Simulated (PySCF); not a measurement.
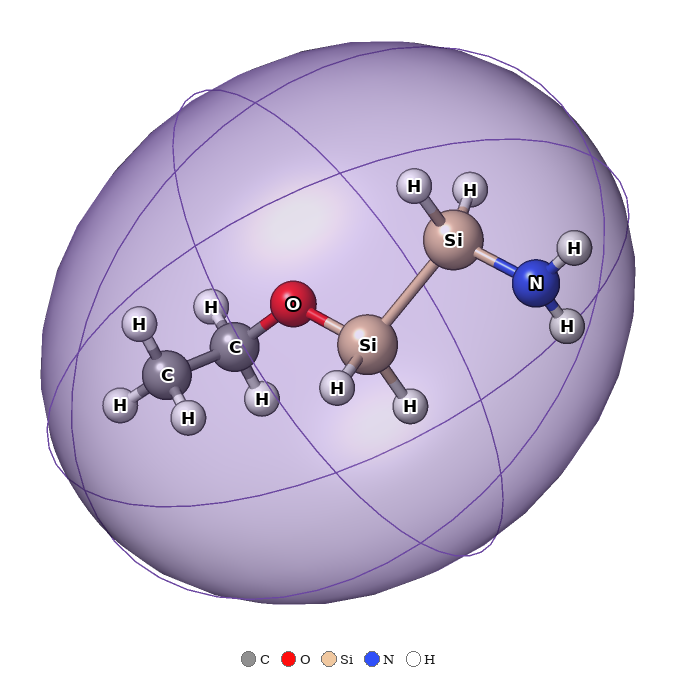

The ellipsoid shows the static dipole polarisability: its half-axes are proportional to the principal values. The computed structure is the end point of a PBE0-D3(BJ)/def2-SVP optimisation. No frequency run is at hand to confirm it as a minimum. Computed with CAM-B3LYP/def2-SVPD in chloroform (IEF-PCM) (PySCF 2.14.0).

Give the principal values, the mean and the anisotropy.

Principal values 105.5, 110.1, 130.4 bohr³; mean 115.3 bohr³ (17.09 Å³); anisotropy 22.9 bohr³, so the longest axis is 1.24 times the shortest.
